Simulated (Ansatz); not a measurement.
# Lattice dynamics of Be2Ge (model cell, started as cuprite), part 2 of 2

Wanted: phonon frequencies of Be2Ge (model cell, started as cuprite) and what follows from them.

Ansatz 0.2.0; DFT LDA, scalar-relativistic, plane waves, PAW.

So far. Step 3 (Tight relaxation): The forces vanish by symmetry and the pressure is 0.000 GPa, within the tolerances set. The cell now holds 19.60 Å³/atom. The relaxed cell has a = 4.900 Å (conventional setting).

The structure was built from a prototype and need not be the compound's stable phase.

In doubt: the program warns that the response may not be converged on this k-mesh, which bears on the force constants and all frequencies.

**4. Response at finite wavevector**

Stability and thermal properties need the whole zone. Linear response on a 2×2×2 q mesh gives force constants as far as a supercell of that size would.

input.yaml

```yaml
crystal:
  lattice:
    - [4.8996017328, 0.0, 0.0]
    - [0.0, 4.8996017328, 0.0]
    - [0.0, 0.0, 4.8996017328]
  atoms:
    - { symbol: Ge, position: [0.0, 0.0, 0.0] }
    - { symbol: Ge, position: [0.5, 0.5, 0.5] }
    - { symbol: Be, position: [0.25, 0.25, 0.25] }
    - { symbol: Be, position: [0.75, 0.75, 0.25] }
    - { symbol: Be, position: [0.75, 0.25, 0.75] }
    - { symbol: Be, position: [0.25, 0.75, 0.75] }
kpoints:
  mp_grid: { grid: [6, 6, 6] }
hamiltonian:
  xc: lda
scf:
  occupations: { method: fixed }
output:
  eigenvalues: true
phonons:
  method: dfpt
  dielectric: true
  rigid_motions: translations
  raman: true
  qmesh: [2, 2, 2]
  temperatures: { t_max: 1000, t_step: 50 }
  qpath:
    path:
      - [[0.0, 0.0, 0.0], [0.0, 0.5, 0.0], [0.5, 0.5, 0.0], [0.0, 0.0, 0.0], [0.5, 0.5, 0.5], [0.0, 0.5, 0.0]]
      - [[0.5, 0.5, 0.5], [0.5, 0.5, 0.0]]
    npoints: 10
```

The run is started by

```console
ansatz run input.yaml --threads 8 --pin off --max-ram 14336MiB --backend cpu --events-out ev --progress --plain --runs-dir out
```

Numbers of over 12 decimals in the logs are rounded to 6 here.

What it wrote:

```text
Warning: phonons: the dynamical matrix that this run interpolates holds no multipole term above the dipole-dipole one, and a site of this crystal is no centre of inversion, so its interpolated transverse optical and acoustic branches and sound speeds can stay off near Gamma, and the density of states and the thermodynamics with them. What a run solves at a wave vector of phonons.qpoints, Gamma apart, where the deck admits one, is free of this, and under fd what a larger phonons.supercell samples
[...]
Crystal: 6 atoms, lattice volume = 117.620 Å³
Basis set: ecut = 420 eV, 2325 PW (Γ), exchange–correlation on 72×72×72 points (8 copies of the dense FFT grid, shifted against one another)
Bands: 24, of which v1, the nominal top of the filled ones, is band 18 counted from 1 (17 counted from 0)
Symmetry: 48 space group operations
k-points: 68 of 216 (irreducible under 2 space group operations, time reversal used)
[...]
SCF iter   1: F=—  HF=-8778.650834 eV  |F-HF|=—  |Δ(HF+E_count)|=         —  Δρ=2.74e-3  dr2=1.12e-2  ethr=1.77e-3  ⟨swp⟩=4.7  Hψ=6617  notcnv=0  defer=203
[...]
SCF iter   9: F=-8778.642288 eV  HF=-8778.642288 eV  |F-HF|=8.00e-11  |Δ(HF+E_count)|=   1.68e-9  Δρ=3.11e-7  dr2=5.40e-11  ethr=1.00e-12  ⟨swp⟩=10.3  Hψ=10785  notcnv=0
SCF 1 converged in 9 iterations: F = -8778.642288 eV  dr2 = 5.40e-11
[...]
DFPT response loops at Γ: preconditioner auto → Resta (q_TF=auto, 2.240 Å⁻¹)  ε∞=11.7 (no band partly filled); β = 1.00, the filter's whole step (`scf.mixing.beta` (0.50) is not read by the response loops at its default; to damp them type it under 1.00, their step now; it binds the ground state too); Broyden in place of MSR1
── the response to a field inside a basis, on 8×8×8 k-points: an SCF that follows is theirs, and a resumed run solves both again ──
Bands: 19, of which v1, the nominal top of the filled ones, is band 18 counted from 1 (17 counted from 0)
k-points: 20
[...]
Eigensolver: Dense (20 Hₖ)
[...]
SCF 1 converged in 6 iterations: F = -8778.637847 eV  dr2 = 1.38e-11
[...]
WARN: field response: ε∞ stands inside a basis, on 8×8×8 points; the force constants stand on the 6×6×6 k-mesh, whose period is 10.48 times the interband length at k = (0.0000, 0.0000, 0.0000), direct gap 0.436 eV, under 14: take them and everything formed from them as unconverged, and compare with a denser kpoints.mp_grid
NSCF: frozen V_eff on 20 k-points
[...]
DFPT response loops at q = (0, 0, -0.5) (fractional): preconditioner auto → Resta (q_TF=auto, 2.240 Å⁻¹)  ε∞=11.7 (no band partly filled); β = 1.00, the filter's whole step (`scf.mixing.beta` (0.50) is not read by the response loops at its default; to damp them type it under 1.00, their step now; it binds the ground state too); Broyden in place of MSR1
[...]
SCF converged after 9 iterations
Free energy (F): -8778.642288 eV
[...]
Internal energy: -8778.642288 eV  (E = F + TS)
E sigma→0 (E₀):  -8778.642288 eV
Fermi energy:    2.841594 eV
[...]
--- Band table (eV; the first three rows and the last of 68) ---
  k-point 0: bands = [... 14 lower, 1.3017, 2.8416, 2.8416, 2.8416, 3.2780, 3.2780, 5.7191, 7.6147, ... 2 higher]
  k-point 1: bands = [... 14 lower, 1.3973, 2.2352, 2.7586, 2.7586, 3.4364, 4.1859, 6.4508, 6.9061, ... 2 higher]
  k-point 2: bands = [... 14 lower, 1.6626, 1.6626, 2.5031, 2.5031, 3.9085, 5.7242, 5.8137, 7.1533, ... 2 higher]
  k-point 67: bands = [... 14 lower, 0.5633, 0.6310, 0.6310, 0.6310, 6.4757, 6.4757, 6.4757, 9.0290, ... 2 higher]
--- Phonons (Γ-DFPT): 2 representative perturbations + reference, on 68 of 216 k-points (Σ response iterations 6) ---
[...]
-0.45797    0.45797    1.27276
  Z* charge neutrality: 9.448e-4 e pre-enforcement
  solved inside a basis spanned on kpoints, on 8×8×8 k-points transformed towards the longest dipole: ε∞ is read to err by 4.6e-2, Z* by 1.9e-2 e (field_mesh: kpoints solves on kpoints); Z* is corrected for what the basis lacks
  Raman tensors (in the event stream and the table raman_tensors.tsv): an entry may err by 8.2e-1 Å², one of the second-order susceptibility by 1.1e-18 pm/V (basis, points and sum rule); their sum over the sites missed zero by 1.776e-15 Å² ahead of its enforcement
  optical modes at Γ without the LO–TO term, one row a degenerate level:
      ω (cm⁻¹)  modes    IR ((D/Å)²/amu)  static Raman (Å⁴/amu)  depolarisation
        -75.97      3             0.0000                 0.0000               —
        -63.19      3            16.4304                 0.0000               —
        196.97      3             0.0000               308.0227           0.750
        295.35      2             0.0000                 0.0000               —
        725.45      1             0.0000                 0.0000               —
        734.01      3            58.5681                 0.0000               —
  optical modes at Γ + LO–TO along q̂ = [1.0000, 0.0000, 0.0000]:
      ω (cm⁻¹)  modes    IR ((D/Å)²/amu)  static Raman (Å⁴/amu)  depolarisation
        -75.97      3             0.0000                 0.0000               —
        -63.19      2            10.9536                 0.0000               —
         65.02      1             4.8886                 0.0000               —
        196.97      3             0.0000               308.0227           0.750
        295.35      2             0.0000                 0.0000               —
        725.45      1             0.0000                 0.0000               —
        734.01      2            39.0454                 0.0000               —
        755.15      1            20.1109                 0.0000               —
  optical modes at Γ + LO–TO along q̂ = [0.0000, 1.0000, 0.0000]:
      ω (cm⁻¹)  modes    IR ((D/Å)²/amu)  static Raman (Å⁴/amu)  depolarisation
        -75.97      3             0.0000                 0.0000               —
        -63.19      2            10.9536                 0.0000               —
[...]
196.97      3             0.0000               308.0227           0.750
[...]
optical modes at Γ + LO–TO along q̂ = [0.0000, 0.0000, 1.0000]:
      ω (cm⁻¹)  modes    IR ((D/Å)²/amu)  static Raman (Å⁴/amu)  depolarisation
[...]
65.02      1             4.8886                 0.0000               —
        196.97      3             0.0000               308.0227           0.750
        295.35      2             0.0000                 0.0000               —
        725.45      1             0.0000                 0.0000               —
        734.01      2            39.0454                 0.0000               —
        755.15      1            20.1109                 0.0000               —
--- Phonons (arbitrary-q DFPT): 4 irreducible q on the 2×2×2 mesh ---
  q = [0.0000, 0.0000, 0.0000] (star 1, of the zone-centre solve; hermiticity 3.83e-7, symmetrization 1.83e-7): -75.97 -75.97 -75.97 -63.19 -63.19 -63.19 -0.00 0.00 0.00 196.97 196.97 196.97 295.35 295.35 725.45 734.01 734.01 734.01
  q = [0.0000, 0.0000, -0.5000] (star 3, 4 solved perturbations in 284 linear systems a pass and spin channel, the states on 112 of 216 k-point pairs; hermiticity 1.25e-7, symmetrization 6.45e-13): -61.68 -61.68 -33.16 -33.16 61.26 61.26 125.49 125.49 151.72 151.72 180.69 180.69 199.38 199.38 735.02 735.02 738.76 738.76
[...]
sum rule: each row above includes the acoustic sum rule's correction from the zone centre's row sums; it moved no ω² by more than (1.21 cm⁻¹)²
  mesh force constants: q→R imaginary residual 1.97e-17; ASR residual 1.007e-4 → 0.000e0 eV/Å²; symmetrization residual 8.882e-15 eV/Å²
  interpolated dispersion: 63 rows × 18 modes
  density of states and harmonic sums: on the 14×14×14 q-mesh, interpolated from the force constants of a 2×2×2 supercell (with the dipole–dipole term)
  largest difference from the sums on the solved wave vectors: F 2.31e-1 eV, S 2.93e-4 and C_V 6.21e-5 eV/K
  zero-point energy: 0.267356 eV/cell   skipped modes (ω ≤ 0): 516, of them read as no rigid motion or as one in doubt: 513 (4.153e0 modes/cell left out, lowest -94.90 cm⁻¹)   left out of the sums: 2.31e-1 of the cell's modes: C_V's classical limit lies that fraction below 3 k_B per atom; for a crystal, a wire or a layer, F and S can be off by more, and a phonons.interpolated_qmesh denser along its periods is the remedy for the sampling
```

Wall time 96 s (8 threads of Arm Neoverse V2, shared host); peak memory 2.2 GiB.

The column dr2 measures how far the density is from self-consistency, as an energy; F and HF (Harris–Foulkes) agree once it is small.

Numbers from this step:

- sum-rule residual before enforcement: 1.01e-4 eV/Å²
- miss of the charge sum rule: 9.45e-4 e
- estimated error of the dielectric tensor: 0.04578
- estimated error of the Born charges: 0.01894 e
- lowest frequency on the path: -95.12 cm⁻¹
- point group: m-3m
- highest frequency on the path or at a solved wavevector: 755.2 cm⁻¹
- highest optical mode at the zone centre (no LO-TO term): 734.0 cm⁻¹
- lowest optical zone-centre mode: -75.97 cm⁻¹
- mean high-frequency dielectric constant: 11.42
- largest Born charge (third of the trace): -2.546 e
- top of the zone-centre spectrum with the field: 755.1 cm⁻¹
- lowest mode on the q mesh (acoustic modes at Γ apart): -75.97 cm⁻¹

Optical modes at the zone centre, without and with the macroscopic field of the longitudinal modes; each column is sorted by frequency, so a row need not hold one and the same mode. Modes with and without the field, by row:

```
rank among optical modes  no field (cm⁻¹)  q along (1, 0, 0) (cm⁻¹)
                       1              -76                       -76
                       2              -76                       -76
                       3              -76                       -76
                       4            -63.2                     -63.2
                       5            -63.2                     -63.2
                       6            -63.2                        65
                       7              197                       197
                       8              197                       197
                       9              197                       197
                      10            295.4                     295.4
                      11            295.4                     295.4
                      12            725.5                     725.5
                      13              734                       734
                      14              734                       734
                      15              734                     755.1
```

Born charge (rows field, columns displacement) (e), principal values of the symmetric part by kind of site:

```
atom  atoms with these values    low  middle   high   mean
 Ge1                        2  -2.55   -2.55  -2.55  -2.55
 Be3                        4   0.81    0.81   2.19   1.27
```

In full for Be3:

```
1.27 0.46 0.46
0.46 1.27 0.46
0.46 0.46 1.27
```

High-frequency dielectric tensor:

```
11.42  0.00  0.00
 0.00 11.42  0.00
 0.00  0.00 11.42
```

Transverse modes; imaginary modes are left out. Lines of the infrared spectrum (strongest = 100):

```
position (cm⁻¹)  label  relative intensity
            197    T2g                 0.0
            295     Eu                 0.0
            725    A2u                 0.0
            734    T1u                 100
```

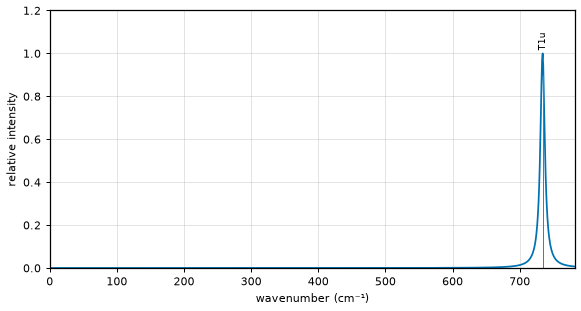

The infrared spectrum, broadened with Lorentzians of width 8 cm⁻¹; bars mark the lines.

Activity x (w_L - w)^4 (n + 1)/w, 532 nm, 300 K; imaginary modes are left out; the tensors are static ones, while 532 nm light lies above the computed direct gap, where resonance would change the heights; modes without the macroscopic field alone. Raman lines, with heights relative to the strongest:

```
position (cm⁻¹)  label  relative intensity
            197    T2g                 100
            295     Eu                 0.0
            725    A2u                 0.0
            734    T1u                 0.0
```

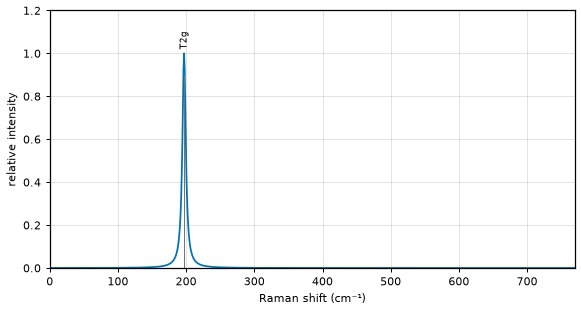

The Raman spectrum, broadened with Lorentzians of width 6 cm⁻¹; bars mark the lines.

Frequencies (cm⁻¹) solved at each irreducible wavevector; negative means imaginary. Frequencies by wavevector, by row:

```
q in reciprocal lattice units  star  mode 1  mode 2  mode 3  mode 4  mode 16  mode 17  mode 18
                        0 0 0     1     -76     -76     -76   -63.2      734      734      734
                     0 0 -0.5     3   -61.7   -61.7   -33.2   -33.2      735    738.8    738.8
                  0 -0.5 -0.5     3   -70.3   -70.3   -38.3   -38.3    736.3    744.8    744.8
               -0.5 -0.5 -0.5     1   -69.4   -69.4   -69.4   -33.8    738.3    738.3    738.3
```

Interpolated from a 2×2×2 q mesh, with the LO-TO term (at Γ the limit along the path; where Γ stands inside the path, tables give the limit on arrival). The phonon branches at the labelled points (cm⁻¹):

```
    point  branch 1  branch 2  branch 3  branch 4  branch 15  branch 16  branch 17  branch 18
        Γ       -76       -76       -76       -63        725        734        734        755
        X       -62       -62       -33       -33        735        735        739        739
        M       -70       -70       -38       -38        736        736        745        745
        Γ       -76       -76       -76       -63        725        734        734        755
        R       -69       -69       -69       -34        721        738        738        738
        X       -62       -62       -33       -33        735        735        739        739
jump to R       -69       -69       -69       -34        721        738        738        738
        M       -70       -70       -38       -38        736        736        745        745
```

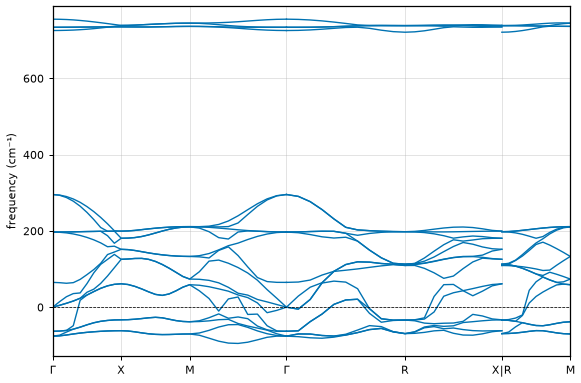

Phonon branches along the path.

The phonon density of states has structure finer than the step of the table below, so its rows give means over 50 cm⁻¹, whole bins alone (the curve runs from -95 to 755 cm⁻¹). Peaks (cm⁻¹: height): -65.0: 0.0900, 205.0: 0.143, 735.0: 0.274.

Tetrahedra on a 14×14×14 mesh, mean over bins of 10 cm-1. Interpolated from a 2×2×2 q mesh. Table of phonon density of states by wavenumber; means over each step:

```
wavenumber (cm⁻¹)  phonon density of states (1/cm⁻¹/cell)
              -50                                  0.0612
                0                                  0.0180
               50                                  0.0362
              100                                  0.0386
              150                                  0.0363
              200                                  0.0692
              250                                 0.00759
              300                                  9.4e-4
              350                                       0
              400                                       0
              450                                       0
              500                                       0
              550                                       0
              600                                       0
              650                                       0
              700                                 0.00158
```

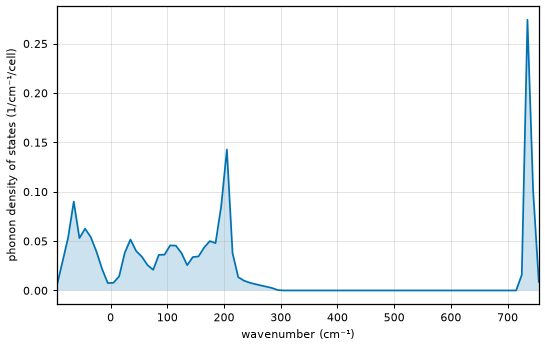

Phonon density of states, plotted against wavenumber.

The partial phonon density of states has structure finer than the step of the table below, so its rows give means over 50 cm⁻¹, whole bins alone (the curve runs from -105 to 787 cm⁻¹). Peaks (cm⁻¹: height): Be -66.0: 0.0714, 113.6: 0.0274, 736.6: 0.189; Ge -26.7: 0.0239, 29.5: 0.0202, 203.4: 0.0978.

Phonopy on the run's constants, 11x11x11 mesh, Gaussian sigma 6.4 cm-1. Interpolated from a 2×2×2 q mesh. Table of partial phonon density of states by wavenumber; means over each step; values in 1/cm⁻¹/cell:

```
wavenumber (cm⁻¹)       Be       Ge
              -50   0.0479   0.0119
                0  0.00719   0.0121
               50   0.0232   0.0126
              100   0.0229   0.0151
              150   0.0215   0.0154
              200   0.0205   0.0478
              250  0.00750   4.7e-4
              300  0.00107   2.2e-6
              350        0        0
              400        0        0
              450        0        0
              500        0        0
              550        0        0
              600        0        0
              650        0        0
              700  0.00472   2.2e-4
              750   0.0708  0.00427
```

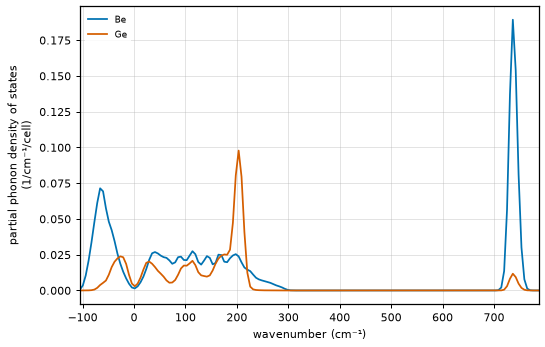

Partial phonon density of states, plotted against wavenumber.

Symmetry leaves 4 wavevectors to solve. The lowest mode among them, the acoustic zeros apart, lies at Γ and is imaginary, 76.0i cm⁻¹, so the energy falls along it. Between them the interpolated path dips to 95i cm⁻¹.

The log warns of the k mesh: “the force constants stand on the 6×6×6 k-mesh, whose period is 10.48 times the interband length at k = (0.0000, 0.0000, 0.0000), direct gap 0.436 eV, under 14: take them and everything formed from them as unconverged”.

**5. Outcome**

```json
{
  "space group after relaxation (within 0.01 Å)": "Pn-3m",
  "volume per atom": "19.6 Å³",
  "gap on the k-mesh": "0.436 eV",
  "highest optical mode at the zone centre (no LO-TO term)": "734 cm⁻¹",
  "top of the zone-centre spectrum with the field": "755 cm⁻¹",
  "lowest optical zone-centre mode": "-76.0 cm⁻¹",
  "mean high-frequency dielectric constant": "11.4",
  "largest Born charge (third of the trace)": "-2.55 e",
  "lowest mode on the q mesh (acoustic modes at Γ apart)": "-76.0 cm⁻¹",
  "highest frequency on the path or at a solved wavevector": "755 cm⁻¹",
  "imaginary modes on the 2×2×2 q mesh": "yes"
}
```

In words: Modes are clearly imaginary (beyond 10i cm⁻¹) at 4 of the 4 irreducible wavevectors, most at Γ (76.0i cm⁻¹), so this structure is not a minimum of the energy. Without the field, the optical modes at Γ span -76 to 734 cm⁻¹ (negative means imaginary). With the macroscopic field of the longitudinal modes the top of the zone-centre spectrum lies at 755 cm⁻¹, against 734 cm⁻¹ without it. Among the real modes, the strongest infrared line is at 734 cm⁻¹. Averaged over orientations, the strongest Raman line at 532 nm and 300 K is at 197 cm⁻¹. The tensors are the static, non-resonant ones, while 532 nm light (2.33 eV) lies above the computed gap. With the field response the log warns that the k mesh is coarse for the force constants too, so the frequencies may not be converged. The program warns that the interpolation holds no quadrupole term, so branches close to Γ can be off in this crystal. The starting cell was built on a prototype and not taken from a measurement, so the phase need not exist. These are harmonic frequencies at zero temperature: anharmonic shifts, linewidths and thermal expansion are left out.

[Logs are printed without paths, hosts, clocks, repeated set-up lines and the standing remarks that a program may print on its own settings, such as how far it seeks lower states.]

[Hosts, paths, dates, database ids (printed as entryN), source tags and the programs' standing remarks are cut or masked in the printed files.]
